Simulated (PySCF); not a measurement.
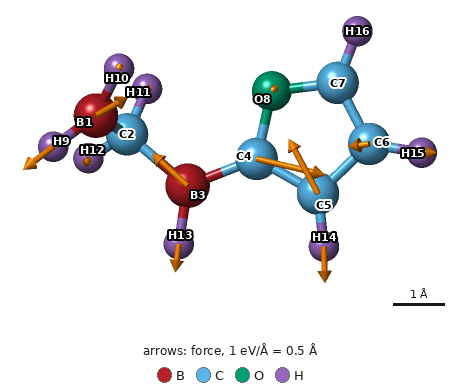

Starting geometry of C₅H₈B₂O with the computed forces as orange arrows. A ball-and-stick model, seen face on.

The start comes from GFN2-xTB. Its atoms were then displaced at random by about 0.01 Å.

All numbers below come from PySCF 2.14.0, density-fitted response routines, PBE0-D3(BJ)/def2-SVP geometry optimisation, gas phase. 

### What follows when this structure is relaxed?

It isn't relaxed: the largest force vector, on C4, is 2.86 eV/Å. The final displacements follow the starting forces only in part (cosine between the two patterns 0.40). The energy falls by 0.198 eV in 8 geometry steps. H9 moves most after the best rigid fit: 0.11 Å. By element the largest moves are H 0.11 Å, B 0.06 Å, C 0.05 Å, O 0.03 Å. Some distances before and after: B1–H9 1.151 → 1.211 Å, B3–H13 1.165 → 1.210 Å, B3–C4 1.481 → 1.524 Å, C4–C5 1.421 → 1.384 Å. Bond angles that change, for instance: H11–C2–H12 109.5° → 113.3°, B1–C2–B3 106.2° → 102.9°, B3–C4–O8 123.1° → 120.4°. The run took 88 s on 1 thread of Arm Neoverse V2 (shared host).
